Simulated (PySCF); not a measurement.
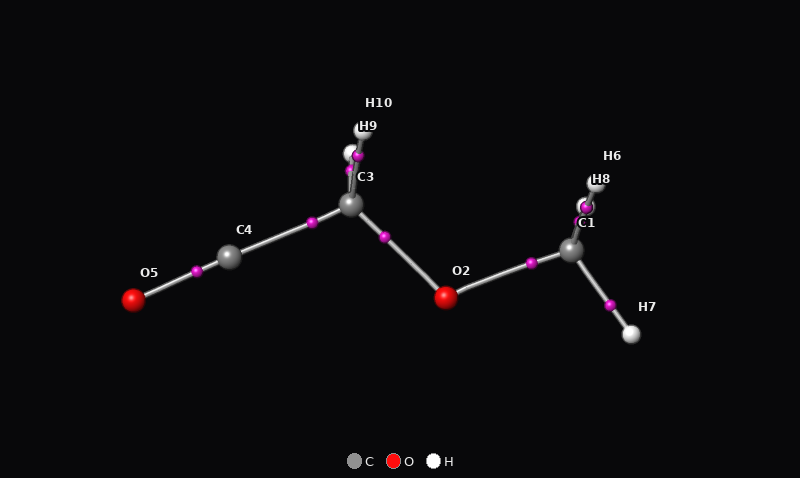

C$_{3}$H$_{5}$O$_{2}$, charge +1, SMILES `COCC#[O+]`. Molecular graph of the electron density (QTAIM): bond paths, bond critical points (magenta), ring points (cyan, if any); weak paths are dashed.

PySCF calculation, HF/cc-pVTZ, gas phase; geometry: GFN2-xTB. No frequency check shows the geometry to be a minimum.

### How many critical points of each kind are there, and does the count close?

10 nuclei, 9 bond, 0 ring and 0 cage critical points: 10 − 9 + 0 − 0 = 1, as the Poincaré–Hopf relation requires.

### Give the properties at the bond critical points.

| bond | length (Å) | ρ (a.u.) | ∇²ρ (a.u.) | ε | H (a.u.) |
| --- | --- | --- | --- | --- | --- |
| C4–O5 | 1.113 | 0.522 | +0.98 | 0.02 | −0.986 |
| C1–H7 | 1.089 | 0.304 | −1.31 | 0.04 | −0.357 |
| C1–H6 (2 alike) | 1.092 | 0.301 | −1.27 | 0.05 | −0.352 |
| O2–C3 | 1.402 | 0.294 | −0.89 | 0.11 | −0.435 |
| C3–C4 | 1.406 | 0.289 | −0.49 | 0.26 | −0.450 |
| C3–H10 (2 alike) | 1.116 | 0.284 | −1.16 | 0.03 | −0.317 |
| C1–O2 | 1.422 | 0.235 | +0.13 | 0.05 | −0.339 |

### What kind of interaction is O2–C3?

Shared-shell (covalent): ρ = 0.294, ∇²ρ = −0.89, H = −0.435 a.u.
